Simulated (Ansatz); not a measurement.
**C₉H₁₇GeNSi: up Jacob's ladder to CCSD(T)**

Aim: compute C₉H₁₇GeNSi with functionals from several rungs and with coupled cluster, and see how far each lands from CCSD(T) at the basis-set limit for the atomisation energy.

Method: functionals in def2-TZVPP, the program's frozen cores in correlated methods; program: Ansatz 0.2.0, Gaussian basis.

Plan: LDA (SPW92), PBE-D4, revPBE-D4, BLYP-D4, r2SCAN-D4, B97M-V, PBE0-D4, B3LYP-D4, r2SCANh-D4, r2SCAN0-D4, HSE06-D4, BHLYP-D4, CAM-B3LYP-D4, LC-ωPBE, ωB97X-V, ωB97M-V, B2PLYP, PBE-QIDH; CCSD(T)/def2-SVP; CCSD(T)/def2-TZVPP; MP2/def2-QZVPP; extrapolation to the limit; RPA on PBE.

### 1 The geometry

All runs share one geometry, relaxed beforehand with PBE0-D4 in a triple-zeta def2 set.

29 atoms, charge 0, spin multiplicity 1.

Atoms are counted from 1 here; the program's logs count them from 0.

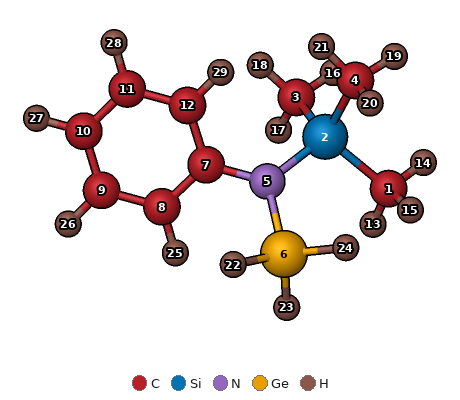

The structure; carbon red, silicon blue, nitrogen purple, germanium amber, hydrogen brown; atoms are numbered from 1 in the order of the file.

### 2 LDA

This LDA is Slater exchange with PW92 correlation.

The input, in.yaml:

```yaml
crystal:
  periodic: [false, false, false]
  atoms:
    - {symbol: C, position_ang: [-1.637745, 1.754852, 2.015788]}
    - {symbol: Si, position_ang: [-0.123423, 0.917265, 1.298887]}
    - {symbol: C, position_ang: [0.239598, -0.631470, 2.277958]}
    - {symbol: C, position_ang: [1.313871, 2.113782, 1.408785]}
    - {symbol: N, position_ang: [-0.495224, 0.478876, -0.356464]}
    - {symbol: Ge, position_ang: [-1.708237, 1.450927, -1.364357]}
    - {symbol: C, position_ang: [0.091578, -0.636152, -0.977122]}
    - {symbol: C, position_ang: [-0.676460, -1.530339, -1.727040]}
    - {symbol: C, position_ang: [-0.097772, -2.628453, -2.341119]}
    - {symbol: C, position_ang: [1.260386, -2.874681, -2.209628]}
    - {symbol: C, position_ang: [2.033470, -1.996663, -1.464575]}
    - {symbol: C, position_ang: [1.461468, -0.887030, -0.865699]}
    - {symbol: H, position_ang: [-2.526269, 1.124782, 1.923674]}
    - {symbol: H, position_ang: [-1.474055, 1.942828, 3.081031]}
    - {symbol: H, position_ang: [-1.851130, 2.717764, 1.546288]}
    - {symbol: H, position_ang: [0.385586, -0.375801, 3.331449]}
    - {symbol: H, position_ang: [-0.596126, -1.332732, 2.212572]}
    - {symbol: H, position_ang: [1.135409, -1.148078, 1.929989]}
    - {symbol: H, position_ang: [1.458069, 2.448738, 2.440354]}
    - {symbol: H, position_ang: [1.127524, 2.998647, 0.793941]}
    - {symbol: H, position_ang: [2.252021, 1.666659, 1.071835]}
    - {symbol: H, position_ang: [-1.306482, 1.291430, -2.836764]}
    - {symbol: H, position_ang: [-3.154134, 0.954972, -1.158590]}
    - {symbol: H, position_ang: [-1.619858, 2.920434, -0.920187]}
    - {symbol: H, position_ang: [-1.747001, -1.371443, -1.809974]}
    - {symbol: H, position_ang: [-0.719707, -3.304865, -2.916993]}
    - {symbol: H, position_ang: [1.711488, -3.737302, -2.684975]}
    - {symbol: H, position_ang: [3.099468, -2.166554, -1.359981]}
    - {symbol: H, position_ang: [2.084187, -0.188694, -0.318788]}
basis:
  gaussian: {orbitals: def2-TZVPP}
hamiltonian: {xc: lda}
output: {orbitals: {seedname: orbitals}}
```

On the command line:

```bash
$ ansatz run in.yaml --threads 11 --pin off --events-out ev --progress --plain --max-ram 174080MiB --backend cuda --devices 0, --max-vram 75GiB
```

Log, shortened:

```text
Functional definition: SPW92
  name "SPW92"
  cite "Dirac, Proc. Camb. Phil. Soc. 26, 376 (1930) doi:10.1017/S0305004100016108"
  cite "Slater, Phys. Rev. 81, 385 (1951) doi:10.1103/PhysRev.81.385"
  cite "Perdew & Wang, Phys. Rev. B 45, 13244 (1992) doi:10.1103/PhysRevB.45.13244"
[...]
3424 factors; their error is unknown
[...]
mean field -75283.14888370 eV, -2766.6046927250 hartree, gradient 2.7e-5 eV, S^2 0.000000; 0 other end points of the search recorded, 0 dependent functions left out
reference -75283.14894742 eV, -2766.6046950665 hartree; 62, 62 occupied and 576, 576 virtual orbitals, 3424 factors
Total energy: -75283.14894742 eV, -2766.6046950665 hartree
```

Run time: 4 s. Hardware: 1 × H100 with 11 threads of AMD EPYC 7R13, shared host; peak host memory 1.2 GiB.

Atomisation energy: 13666.3 kJ/mol (free atoms -75141.508 eV, run apart). HOMO -5.22 eV, LUMO -1.34 eV.

### 3 PBE-D4 (GGA)

Edit in.yaml of step 2 so:

```diff
@@ -34,3 +34,3 @@
   gaussian: {orbitals: def2-TZVPP}
-hamiltonian: {xc: lda}
-output: {orbitals: {seedname: orbitals}}
+hamiltonian: {xc: pbe, dispersion: d4}
+output: {forces: true, orbitals: {seedname: orbitals}}
```

Launched as before.

Log, shortened:

```text
Functional definition: PBE
  name "PBE"
  cite "Perdew, Burke & Ernzerhof, Phys. Rev. Lett. 77, 3865 (1996) doi:10.1103/PhysRevLett.77.3865"
  parent pbe
[...]
3424 factors; their error is unknown
[...]
mean field -75474.68073912 eV, -2773.6433585867 hartree, gradient 2.6e-5 eV, S^2 0.000000; 0 other end points of the search recorded, 0 dependent functions left out
[...]
Atom 25 at    -0.719707    -3.304865    -2.916993 Å, force    -0.136470    -0.148802    -0.126257 eV/Å
Atom 26 at     1.711488    -3.737302    -2.684975 Å, force     0.099787    -0.190475    -0.105158 eV/Å
Atom 27 at     3.099468    -2.166554    -1.359981 Å, force     0.234441    -0.036257     0.022261 eV/Å
Atom 28 at     2.084187    -0.188694    -0.318788 Å, force     0.137003     0.152251     0.116315 eV/Å
Dipole moment:    -0.033683     0.097013     0.127319 e Å
```

It took 4.2 s on 1 × H100 with 11 threads of AMD EPYC 7R13, shared host; peak host memory 1.2 GiB.

Atomisation energy: 12252.6 kJ/mol (free atoms -75348.709 eV, run apart). HOMO -5.05 eV, LUMO -1.09 eV.

### 4 revPBE-D4 (GGA)

Edit in.yaml of step 3 so:

```diff
@@ -34,3 +34,3 @@
   gaussian: {orbitals: def2-TZVPP}
-hamiltonian: {xc: pbe, dispersion: d4}
-output: {forces: true, orbitals: {seedname: orbitals}}
+hamiltonian: {xc: {name: revPBE}, dispersion: d4}
+output: {orbitals: {seedname: orbitals}}
```

Same command.

Log, shortened:

```text
Functional definition: revPBE
  name "revPBE"
  cite "Zhang & Yang, Phys. Rev. Lett. 80, 890 (1998) doi:10.1103/PhysRevLett.80.890"
  cite "Perdew, Burke & Ernzerhof, Phys. Rev. Lett. 77, 3865 (1996) doi:10.1103/PhysRevLett.77.3865"
[...]
3424 factors; their error is unknown
[...]
mean field -75492.73786380 eV, -2774.3069456789 hartree, gradient 4.3e-5 eV, S^2 0.000000; 0 other end points of the search recorded, 0 dependent functions left out
reference -75492.73795194 eV, -2774.3069489183 hartree; 62, 62 occupied and 576, 576 virtual orbitals, 3424 factors
Total energy: -75495.59575904 eV, -2774.4119713921 hartree
```

Wall time 4.3 s (1 × H100 with 11 threads of AMD EPYC 7R13, shared host); peak host memory 1.2 GiB.

With the free atoms at this level, -75371.316 eV in sum, the atomisation energy is 11991.1 kJ/mol. HOMO -4.99 eV, LUMO -0.99 eV.

### 5 BLYP-D4 (GGA)

Edit in.yaml of step 4 so:

```diff
@@ -34,3 +34,3 @@
   gaussian: {orbitals: def2-TZVPP}
-hamiltonian: {xc: {name: revPBE}, dispersion: d4}
+hamiltonian: {xc: {name: BLYP}, dispersion: d4}
 output: {orbitals: {seedname: orbitals}}
```

Same command.

Log, shortened:

```text
Functional definition: BLYP
  name "BLYP"
  cite "Becke, Phys. Rev. A 38, 3098 (1988) doi:10.1103/PhysRevA.38.3098"
  cite "Lee, Yang & Parr, Phys. Rev. B 37, 785 (1988) doi:10.1103/PhysRevB.37.785"
[...]
3424 factors; their error is unknown
[...]
mean field -75497.99984544 eV, -2774.5003199375 hartree, gradient 3.8e-5 eV, S^2 0.000000; 0 other end points of the search recorded, 0 dependent functions left out
reference -75498.00044857 eV, -2774.5003421023 hartree; 62, 62 occupied and 576, 576 virtual orbitals, 3424 factors
Total energy: -75500.14792001 eV, -2774.5792602219 hartree
```

Run time: 4.1 s. Hardware: 1 × H100 with 11 threads of AMD EPYC 7R13, shared host; peak host memory 1.2 GiB.

With the free atoms at this level, -75376.246 eV in sum, the atomisation energy is 11954.8 kJ/mol. HOMO -4.90 eV, LUMO -0.93 eV.

### 6 r2SCAN-D4 (meta-GGA)

Edit in.yaml of step 5 so:

```diff
@@ -34,3 +34,3 @@
   gaussian: {orbitals: def2-TZVPP}
-hamiltonian: {xc: {name: BLYP}, dispersion: d4}
-output: {orbitals: {seedname: orbitals}}
+hamiltonian: {xc: r2scan, dispersion: d4}
+output: {forces: true, orbitals: {seedname: orbitals}}
```

Launched as before.

Log, shortened:

```text
Functional definition: r2SCAN
  name "r2SCAN"
  cite "Furness, Kaplan, Ning, Perdew & Sun, J. Phys. Chem. Lett. 11, 8208 (2020) doi:10.1021/acs.jpclett.0c02405"
  cite "Furness, Kaplan, Ning, Perdew & Sun, J. Phys. Chem. Lett. 11, 9248 (2020) doi:10.1021/acs.jpclett.0c03077"
  parent r2scan
[...]
3424 factors; their error is unknown
[...]
Atom 25 at    -0.719707    -3.304865    -2.916993 Å, force    -0.001022    -0.001108     0.000214 eV/Å
Atom 26 at     1.711488    -3.737302    -2.684975 Å, force     0.000366    -0.000279    -0.000073 eV/Å
Atom 27 at     3.099468    -2.166554    -1.359981 Å, force     0.002422     0.001637    -0.000991 eV/Å
Atom 28 at     2.084187    -0.188694    -0.318788 Å, force    -0.002104    -0.000640     0.005480 eV/Å
Dipole moment:    -0.032920     0.094155     0.124672 e Å
```

Run time: 7 s. Hardware: 1 × H100 with 11 threads of AMD EPYC 7R13, shared host; peak host memory 1.3 GiB.

Atomisation energy: 12033.8 kJ/mol (free atoms -75370.660 eV, run apart). HOMO -5.24 eV, LUMO -0.92 eV.

### 7 B97M-V (meta-GGA)

Edit in.yaml of step 6 so:

```diff
@@ -34,3 +34,3 @@
   gaussian: {orbitals: def2-TZVPP}
-hamiltonian: {xc: r2scan, dispersion: d4}
-output: {forces: true, orbitals: {seedname: orbitals}}
+hamiltonian: {xc: {name: B97M-V}}
+output: {orbitals: {seedname: orbitals}}
```

Same command.

Log, shortened:

```text
Functional definition: B97M-V
  name "B97M-V"
  cite "Mardirossian & Head-Gordon, J. Chem. Phys. 142, 074111 (2015) doi:10.1063/1.4907719"
  cite "Becke, J. Chem. Phys. 107, 8554 (1997) doi:10.1063/1.475007"
  cite "Vydrov & Van Voorhis, J. Chem. Phys. 133, 244103 (2010) doi:10.1063/1.3521275"
  # Of w^i u^j: cxij and so on, Table III.
[...]
  gx(w, u) = cx00 + cx01*u + cx02*u^2 + (cx10 + cx11*u)*w
[...]
  gos(w, u) = cos00 + cos01*u + cos03*u^3 + cos10*w + cos32*w^3*u^2
[...]
      + integral(e_c_pw_mod_opposite_spin*gos(b97_w_opposite, b97_u_opposite)) + vv10(b, c)
3424 factors; their error is unknown
[...]
mean field -75490.66118736 eV, -2774.2306292275 hartree, gradient 3.8e-5 eV, S^2 0.000000; 0 other end points of the search recorded, 0 dependent functions left out
reference -75490.66128408 eV, -2774.2306327821 hartree; 62, 62 occupied and 576, 576 virtual orbitals, 3424 factors
Total energy: -75490.66128408 eV, -2774.2306327821 hartree
```

Wall time 4.5 s (1 × H100 with 11 threads of AMD EPYC 7R13, shared host); peak host memory 1.4 GiB.

With the free atoms at this level, -75365.846 eV in sum, the atomisation energy is 12042.8 kJ/mol. HOMO -5.30 eV, LUMO -0.88 eV.

### 8 PBE0-D4 (hybrid)

Edit in.yaml of step 7 so:

```diff
@@ -34,3 +34,3 @@
   gaussian: {orbitals: def2-TZVPP}
-hamiltonian: {xc: {name: B97M-V}}
+hamiltonian: {xc: pbe0, dispersion: d4}
 output: {orbitals: {seedname: orbitals}}
```

Same command.

Log, shortened:

```text
Functional definition: PBE0
  name "PBE0"
  cite "Adamo & Barone, J. Chem. Phys. 110, 6158 (1999) doi:10.1063/1.478522"
  cite "Perdew, Burke & Ernzerhof, Phys. Rev. Lett. 77, 3865 (1996) doi:10.1103/PhysRevLett.77.3865"
  parent pbe
[...]
3470 factors; their error is unknown
[...]
mean field -75478.56233555 eV, -2773.7860046246 hartree, gradient 5.5e-5 eV, S^2 0.000000; 0 other end points of the search recorded, 0 dependent functions left out
reference -75478.56238680 eV, -2773.7860065076 hartree; 62, 62 occupied and 576, 576 virtual orbitals, 3470 factors
Total energy: -75479.44578675 eV, -2773.8184708573 hartree
```

Wall time 3.3 s (1 × H100 with 11 threads of AMD EPYC 7R13, shared host); peak host memory 1.2 GiB.

Atomisation energy: 12087.9 kJ/mol (free atoms -75354.164 eV, run apart). HOMO -6.09 eV, LUMO -0.20 eV.

### 9 B3LYP-D4 (hybrid)

B3LYP here takes the VWN-RPA correlation.

Edit in.yaml of step 8 so:

```diff
@@ -34,3 +34,3 @@
   gaussian: {orbitals: def2-TZVPP}
-hamiltonian: {xc: pbe0, dispersion: d4}
-output: {orbitals: {seedname: orbitals}}
+hamiltonian: {xc: {name: B3LYP}, dispersion: d4}
+output: {forces: true, orbitals: {seedname: orbitals}}
```

The command is unchanged.

Log, shortened:

```text
Functional definition: B3LYP
  name "B3LYP"
  cite "Stephens, Devlin, Chabalowski & Frisch, J. Phys. Chem. 98, 11623 (1994) doi:10.1021/j100096a001"
  cite "Becke, Phys. Rev. A 38, 3098 (1988) doi:10.1103/PhysRevA.38.3098"
  cite "Lee, Yang & Parr, Phys. Rev. B 37, 785 (1988) doi:10.1103/PhysRevB.37.785"
  cite "Vosko, Wilk & Nusair, Can. J. Phys. 58, 1200 (1980) doi:10.1139/p80-159"
[...]
3458 factors; their error is unknown
[...]
Atom 25 at    -0.719707    -3.304865    -2.916993 Å, force     0.044225     0.045456     0.038337 eV/Å
Atom 26 at     1.711488    -3.737302    -2.684975 Å, force    -0.029773     0.056766     0.031902 eV/Å
Atom 27 at     3.099468    -2.166554    -1.359981 Å, force    -0.072694     0.009754    -0.007431 eV/Å
Atom 28 at     2.084187    -0.188694    -0.318788 Å, force    -0.044958    -0.078070    -0.057601 eV/Å
Dipole moment:    -0.031191     0.085393     0.106839 e Å
```

Run time: 6.5 s. Hardware: 1 × H100 with 11 threads of AMD EPYC 7R13, shared host; peak host memory 1.5 GiB.

Atomisation energy: 11998.2 kJ/mol (free atoms -75381.883 eV, run apart). HOMO -5.89 eV, LUMO -0.39 eV.

### 10 r2SCANh-D4 (hybrid)

Edit in.yaml of step 9 so:

```diff
@@ -34,3 +34,3 @@
   gaussian: {orbitals: def2-TZVPP}
-hamiltonian: {xc: {name: B3LYP}, dispersion: d4}
-output: {forces: true, orbitals: {seedname: orbitals}}
+hamiltonian: {xc: {name: r2SCANh}, dispersion: d4}
+output: {orbitals: {seedname: orbitals}}
```

Same command.

Log, shortened:

```text
Functional definition: r2SCANh
  name "r2SCANh"
  cite "Bursch, Neugebauer, Ehlert & Grimme, J. Chem. Phys. 156, 134105 (2022) doi:10.1063/5.0086040"
  cite "Furness, Kaplan, Ning, Perdew & Sun, J. Phys. Chem. Lett. 11, 8208 (2020) doi:10.1021/acs.jpclett.0c02405"
  cite "Furness, Kaplan, Ning, Perdew & Sun, J. Phys. Chem. Lett. 11, 9248 (2020) doi:10.1021/acs.jpclett.0c03077"
  parent r2scan
[...]
3443 factors; their error is unknown
[...]
mean field -75494.38393667 eV, -2774.3674377412 hartree, gradient 8.0e-5 eV, S^2 0.000000; 0 other end points of the search recorded, 0 dependent functions left out
reference -75494.38395446 eV, -2774.3674383952 hartree; 62, 62 occupied and 576, 576 virtual orbitals, 3443 factors
Total energy: -75494.69331851 eV, -2774.3788073143 hartree
```

It took 5.5 s on 1 × H100 with 11 threads of AMD EPYC 7R13, shared host; peak host memory 1.2 GiB.

With the free atoms at this level, -75370.562 eV in sum, the atomisation energy is 11976.8 kJ/mol. HOMO -5.63 eV, LUMO -0.59 eV.

### 11 r2SCAN0-D4 (hybrid)

Edit in.yaml of step 10 so:

```diff
@@ -34,3 +34,3 @@
   gaussian: {orbitals: def2-TZVPP}
-hamiltonian: {xc: {name: r2SCANh}, dispersion: d4}
+hamiltonian: {xc: {name: r2SCAN0}, dispersion: d4}
 output: {orbitals: {seedname: orbitals}}
```

Launched as before.

Log, shortened:

```text
Functional definition: r2SCAN0
  name "r2SCAN0"
  cite "Bursch, Neugebauer, Ehlert & Grimme, J. Chem. Phys. 156, 134105 (2022) doi:10.1063/5.0086040"
  cite "Furness, Kaplan, Ning, Perdew & Sun, J. Phys. Chem. Lett. 11, 8208 (2020) doi:10.1021/acs.jpclett.0c02405"
  cite "Furness, Kaplan, Ning, Perdew & Sun, J. Phys. Chem. Lett. 11, 9248 (2020) doi:10.1021/acs.jpclett.0c03077"
  parent r2scan
[...]
3470 factors; their error is unknown
[...]
mean field -75493.40026128 eV, -2774.3312883375 hartree, gradient 3.4e-5 eV, S^2 0.000000; 0 other end points of the search recorded, 0 dependent functions left out
reference -75493.40027670 eV, -2774.3312889041 hartree; 62, 62 occupied and 576, 576 virtual orbitals, 3470 factors
Total energy: -75493.73897689 eV, -2774.3437359067 hartree
```

It took 4 s on 1 × H100 with 11 threads of AMD EPYC 7R13, shared host; peak host memory 1.2 GiB.

Atomisation energy: 11895.7 kJ/mol (free atoms -75370.449 eV, run apart). HOMO -6.22 eV, LUMO -0.11 eV.

### 12 HSE06-D4 (hybrid)

HSE06 is the plane-wave form, built on full-range PBE exchange.

Edit in.yaml of step 11 so:

```diff
@@ -34,3 +34,3 @@
   gaussian: {orbitals: def2-TZVPP}
-hamiltonian: {xc: {name: r2SCAN0}, dispersion: d4}
+hamiltonian: {xc: hse06, dispersion: d4}
 output: {orbitals: {seedname: orbitals}}
```

The command is unchanged.

Log, shortened:

```text
Functional definition: HSE06
  name "HSE06"
  cite "Heyd, Scuseria & Ernzerhof, J. Chem. Phys. 118, 8207 (2003) doi:10.1063/1.1564060"
  cite "Krukau, Vydrov, Izmaylov & Scuseria, J. Chem. Phys. 125, 224106 (2006) doi:10.1063/1.2404663"
  cite "Heyd & Scuseria, J. Chem. Phys. 120, 7274 (2004) doi:10.1063/1.1668634"
  cite "Ernzerhof & Perdew, J. Chem. Phys. 109, 3313 (1998) doi:10.1063/1.476928"
[...]
3470 factors; their error is unknown
209 factors; integrals over basis functions are off by at most 2.6e-7 eV
[...]
mean field -75477.73798785 eV, -2773.7557104052 hartree, gradient 8.0e-5 eV, S^2 0.000000; 0 other end points of the search recorded, 0 dependent functions left out
reference -75477.73805616 eV, -2773.7557129155 hartree; 62, 62 occupied and 576, 576 virtual orbitals, 3470 factors
Total energy: -75478.56708916 eV, -2773.7861793165 hartree
```

Wall time 4.4 s (1 × H100 with 11 threads of AMD EPYC 7R13, shared host); peak host memory 1.2 GiB.

Atomisation energy: 12094.1 kJ/mol (free atoms -75353.220 eV, run apart). HOMO -5.71 eV, LUMO -0.58 eV.

### 13 BHLYP-D4 (hybrid)

Edit in.yaml of step 12 so:

```diff
@@ -34,3 +34,3 @@
   gaussian: {orbitals: def2-TZVPP}
-hamiltonian: {xc: hse06, dispersion: d4}
+hamiltonian: {xc: {name: BHLYP}, dispersion: d4}
 output: {orbitals: {seedname: orbitals}}
```

Launched as before.

Log, shortened:

```text
Functional definition: BHLYP
  name "BHLYP"
  cite "Becke, J. Chem. Phys. 98, 1372 (1993) doi:10.1063/1.464304"
  cite "Becke, Phys. Rev. A 38, 3098 (1988) doi:10.1103/PhysRevA.38.3098"
  cite "Lee, Yang & Parr, Phys. Rev. B 37, 785 (1988) doi:10.1103/PhysRevB.37.785"
[...]
3931 factors; their error is unknown
[...]
mean field -75495.00077340 eV, -2774.3901060731 hartree, gradient 3.1e-5 eV, S^2 0.000000; 0 other end points of the search recorded, 0 dependent functions left out
reference -75495.00107122 eV, -2774.3901170175 hartree; 62, 62 occupied and 576, 576 virtual orbitals, 3931 factors
Total energy: -75496.24144935 eV, -2774.4357000733 hartree
```

Wall time 4.7 s (1 × H100 with 11 threads of AMD EPYC 7R13, shared host); peak host memory 1.2 GiB.

Atomisation energy: 11706.8 kJ/mol (free atoms -75374.909 eV, run apart). HOMO -6.97 eV, LUMO 0.81 eV.

### 14 CAM-B3LYP-D4 (range-separated)

Edit in.yaml of step 13 so:

```diff
@@ -34,3 +34,3 @@
   gaussian: {orbitals: def2-TZVPP}
-hamiltonian: {xc: {name: BHLYP}, dispersion: d4}
+hamiltonian: {xc: {name: CAM-B3LYP}, dispersion: d4}
 output: {orbitals: {seedname: orbitals}}
```

Launched as before.

Log, shortened:

```text
Functional definition: CAM-B3LYP
  name "CAM-B3LYP"
  cite "Yanai, Tew & Handy, Chem. Phys. Lett. 393, 51 (2004) doi:10.1016/j.cplett.2004.06.011"
  cite "Iikura, Tsuneda, Yanai & Hirao, J. Chem. Phys. 115, 3540 (2001) doi:10.1063/1.1383587"
  cite "Becke, Phys. Rev. A 38, 3098 (1988) doi:10.1103/PhysRevA.38.3098"
  cite "Lee, Yang & Parr, Phys. Rev. B 37, 785 (1988) doi:10.1103/PhysRevB.37.785"
[...]
3458 factors; their error is unknown
891 factors; integrals over basis functions are off by at most 1.1e-5 eV
[...]
mean field -75499.64609705 eV, -2774.5608185685 hartree, gradient 6.5e-5 eV, S^2 0.000000; 0 other end points of the search recorded, 0 dependent functions left out
reference -75499.64631304 eV, -2774.5608265060 hartree; 62, 62 occupied and 576, 576 virtual orbitals, 3458 factors
Total energy: -75500.55289528 eV, -2774.5941427887 hartree
```

Run time: 5.5 s. Hardware: 1 × H100 with 11 threads of AMD EPYC 7R13, shared host; peak host memory 1.3 GiB.

Atomisation energy: 12034.2 kJ/mol (free atoms -75375.828 eV, run apart). HOMO -7.29 eV, LUMO 0.87 eV.

### 15 LC-ωPBE (range-separated)

Edit in.yaml of step 14 so:

```diff
@@ -34,3 +34,3 @@
   gaussian: {orbitals: def2-TZVPP}
-hamiltonian: {xc: {name: CAM-B3LYP}, dispersion: d4}
+hamiltonian: {xc: {name: LC-wPBE}}
 output: {orbitals: {seedname: orbitals}}
```

Launched as before.

Log, shortened:

```text
Functional definition: LC-wPBE
  name "LC-wPBE"
  cite "Vydrov & Scuseria, J. Chem. Phys. 125, 234109 (2006) doi:10.1063/1.2409292"
  cite "Heyd & Scuseria, J. Chem. Phys. 120, 7274 (2004) doi:10.1063/1.1668634"
  cite "Ernzerhof & Perdew, J. Chem. Phys. 109, 3313 (1998) doi:10.1063/1.476928"
  cite "Perdew, Burke & Ernzerhof, Phys. Rev. Lett. 77, 3865 (1996) doi:10.1103/PhysRevLett.77.3865"
  parent pbe
[...]
3424 factors; their error is unknown
1071 factors; integrals over basis functions are off by at most 2.1e-5 eV
[...]
mean field -75485.08078021 eV, -2774.0255530473 hartree, gradient 2.8e-5 eV, S^2 0.000000; 0 other end points of the search recorded, 0 dependent functions left out
reference -75485.08078022 eV, -2774.0255530478 hartree; 62, 62 occupied and 576, 576 virtual orbitals, 3424 factors
Total energy: -75485.08078022 eV, -2774.0255530478 hartree
```

Run time: 4.4 s. Hardware: 1 × H100 with 11 threads of AMD EPYC 7R13, shared host; peak host memory 1.3 GiB.

Atomisation energy: 11951.8 kJ/mol (free atoms -75361.209 eV, run apart). HOMO -8.53 eV, LUMO 1.89 eV.

[end of part 1 of 2]
